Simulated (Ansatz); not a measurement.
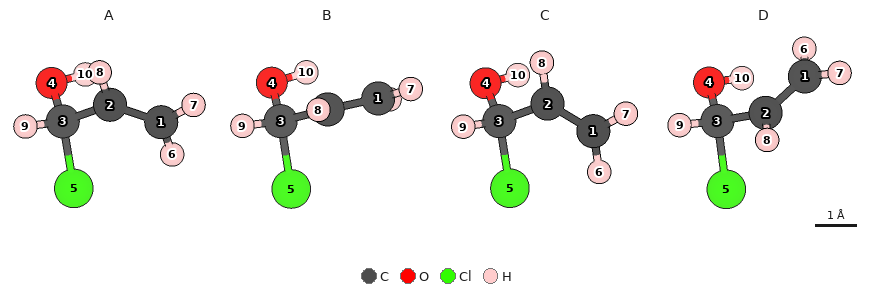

4 geometries from a converged minimum-energy path of C3H5ClO, shuffled. Style: ball-and-stick. Shown at a tilt.

Method: Ansatz 0.2.0, RKS PBE0/def2-SVP. Settings: 5 movable images; climbing image; force threshold 0.05 eV/Å; iteration limit 60; starting path through a guess of the saddle point.

Which frame is the transition state?

Answer. B. In order along the path, whose images run from 0 to 6: C (image 0, 0.000 eV), A (image 1, +0.030 eV), B (image 3, +0.144 eV), D (image 5, +0.009 eV). The motion is a rotation about the C2–C3 bond by about 135°. No bond forms or breaks between the ends. Bond angles that change up to the highest image, for instance: C3–C2–H8 111.9° → 115.9°, C1–C2–C3 127.7° → 124.1°.

The run took 3.1 min on 2 threads of Arm Neoverse V1, on a shared host, peak memory 0.21 GiB.
